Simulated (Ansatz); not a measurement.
BPH5F: several calculations on one system

## 1. Relaxation

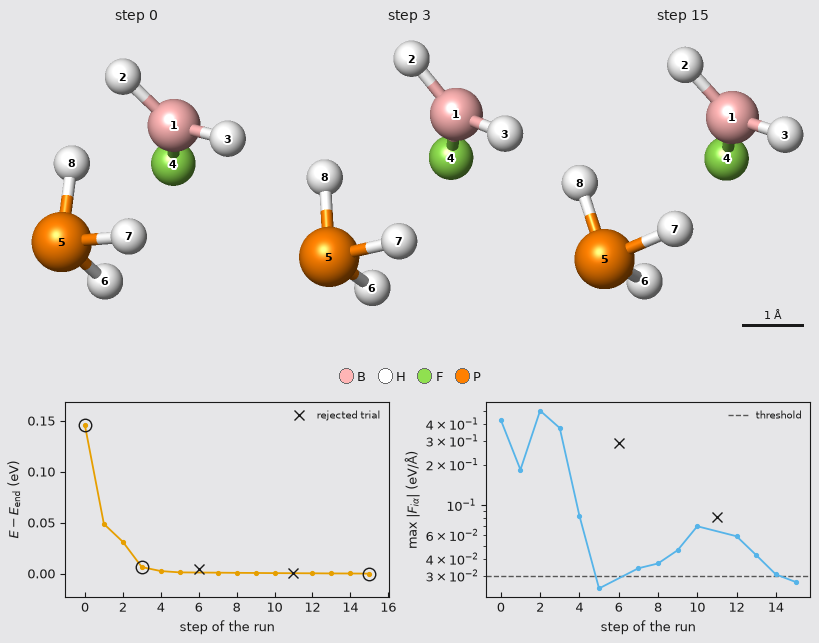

Frames of a relaxation of BPH₅F, marked on the history of the run. Style: ball-and-stick. Shown from a free direction.

The run prepares an end point of a later path (reaction) calculation, from a guessed geometry.

Computed with Ansatz 0.2.0, RKS BHLYP-D4/def2-mTZVP.

Input file:
```yaml
crystal:
  periodic: [false, false, false]
  atoms:
    - { symbol: B, position_ang: [-0.012082, 0.19784, 0.050454] }
    - { symbol: H, position_ang: [-0.070793, 0.506756, 1.19296] }
    - { symbol: H, position_ang: [1.004128, 0.0413, -0.530642] }
    - { symbol: F, position_ang: [-1.138473, 0.095601, -0.622646] }
    - { symbol: P, position_ang: [0.135613, -2.718999, 1.142521] }
    - { symbol: H, position_ang: [-0.544455, -2.6264, -0.08679] }
    - { symbol: H, position_ang: [1.414639, -2.573837, 0.570882] }
    - { symbol: H, position_ang: [-0.004178, -1.344661, 1.460561] }
basis:
  gaussian: { orbitals: def2-mTZVP }
hamiltonian:
  xc: { name: BHLYP }
  dispersion: d4
relax:
  f_tol: 0.03
  max_steps: 50
output:
  orbitals: {}
```

Launched with:
```bash
ansatz run input.yaml --threads 1 --pin off --max-ram 2048MiB --backend cpu --events-out ev --progress --plain --runs-dir out
```

### What happens along the run?

The energy falls by 0.145 eV in 13 accepted moves (15 points after the start). Largest force component: 0.43 eV/Å at the start, 0.027 eV/Å at the end. The line search rejected the trial steps at points 6, 11 of the run. The forces were under the threshold at step 5, but the run went on from there. The largest move after the best rigid fit is that of H8, 0.75 Å. By element the largest moves are H 0.75 Å, P 0.34 Å, B 0.27 Å, F 0.16 Å. Near-neighbour distances that change, for instance: P5–H8 1.418 → 1.411 Å. Cost: 54 s on 1 thread of Intel(R) Xeon(R) Platinum 8175M CPU @ 2.50GHz (Skylake/Cascade Lake), on a shared host, peak memory 0.16 GiB. From step 0 to 3: H atoms move most (0.44 Å), energy −0.139 eV. From step 3 to 15: H8 moves most (0.32 Å), energy −0.006 eV.

```csv
step,"E − E(0), eV","largest force component, eV/Å",note
0,0.0000,0.4300,
1,-0.0967,0.1835,
2,-0.1142,0.5036,
3,-0.1390,0.3743,
4,-0.1429,0.0838,
5,-0.1442,0.0242,
6,-0.1413,0.2873,rejected
7,-0.1445,0.0341,
8,-0.1447,0.0370,
9,-0.1448,0.0464,
10,-0.1450,0.0699,
11,-0.1448,0.0824,rejected
12,-0.1451,0.0589,
13,-0.1453,0.0427,
14,-0.1453,0.0307,
15,-0.1454,0.0270,
```

## 2. Relaxation

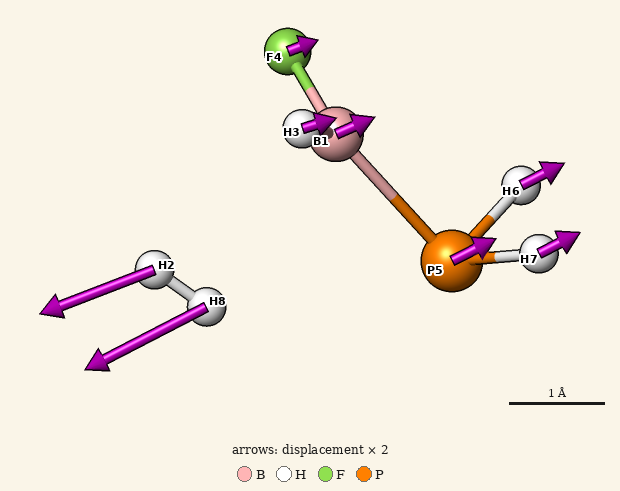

This is a relaxation of BPH5F. The starting structure is drawn; purple arrows show the displacements, 2 times their true length. The two geometries are superimposed by the best rigid fit.

Style: ball-and-stick. Shown face on.

The run prepares an end point of a later path (reaction) calculation, from a guessed geometry.

Level of theory: RKS BHLYP-D4/def2-mTZVP (Ansatz 0.2.0). Settings: no spin polarisation; force threshold 0.03 eV/Å; at most 50 steps.

Question: Atoms of which element are displaced furthest, and by how much?

Answer: Hydrogen: up to 0.73 Å, against 0.27 Å for phosphorus.

Question: Describe the change and its energy.

Answer: After 7 geometry steps the energy has fallen by 16.3 kJ/mol. The largest force component goes from 1.4 to 0.025 eV/Å. The largest move after the best rigid fit is that of H8, 0.73 Å. By element the largest moves are H 0.73 Å, P 0.27 Å, B 0.23 Å, F 0.18 Å. Near-neighbour distances that change, for instance: H2–H8 0.704 → 0.736 Å.

Limits of the set-up: the start holds two separate molecules, 2.3 Å apart at their closest, whose relative position is a soft coordinate.

## 3. Path

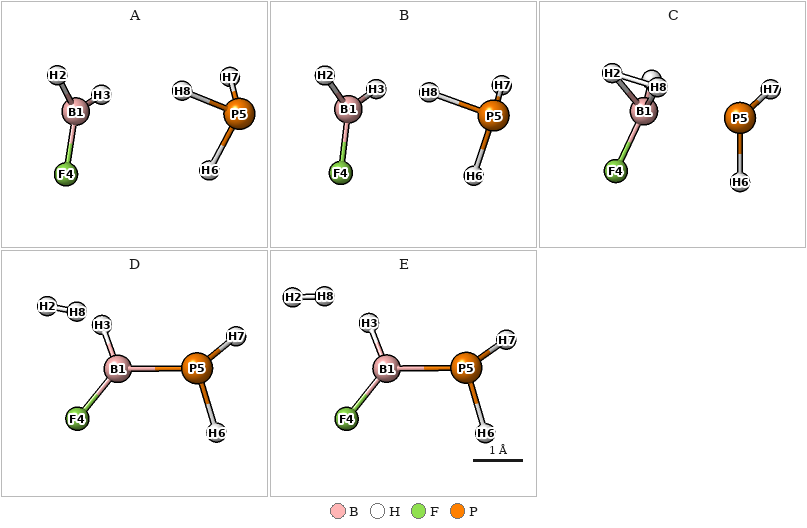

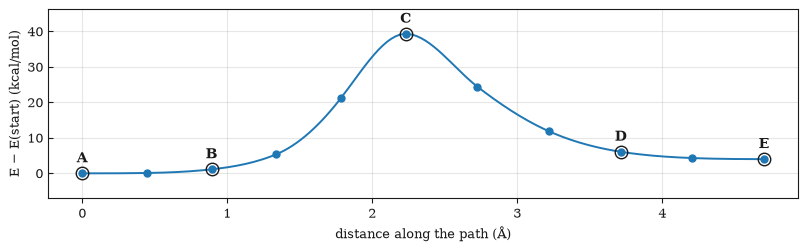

NEB run on BPH$_{5}$F, made up at the start of BH₂F and PH₃. Images are numbered from 0 (start) to 10 (end). Frames A to E are images 0, 2, 5, 8, 10. The picture is a ball-and-stick view, seen at a tilt.

All numbers below come from RKS BHLYP-D4/def2-mTZVP (Ansatz). Set-up: 9 movable images; climbing image; force threshold 0.03 eV/Å; iteration limit 21; starting path through a guess of the saddle point.

**Read off the barrier and say what moves.**

Breaking: B1–H2 (1.18 → 1.29 at the top → 3.26 Å), P5–H8 (1.41 → 1.81 at the top → 3.59 Å). Forming: B1–P5 (3.68 → 2.20 at the top → 1.91 Å), H2–H8 (2.88 → 1.04 at the top → 0.74 Å). The highest point, image 5, lies 39.3 kcal/mol above the start and 35.3 kcal/mol above the end; the end is at +4.0 kcal/mol relative to the start. The band converged in 15 iterations. The largest component of the band force went from 5.7 to 0.016 eV/Å. The climbing image converged on the top of the path. Its vibrational analysis gives 2 imaginary modes over 30i cm⁻¹, so it isn't confirmed as a transition state.

Limits of the set-up: the start holds two separate molecules, 2.9 Å apart at their closest, whose relative position is a soft coordinate.
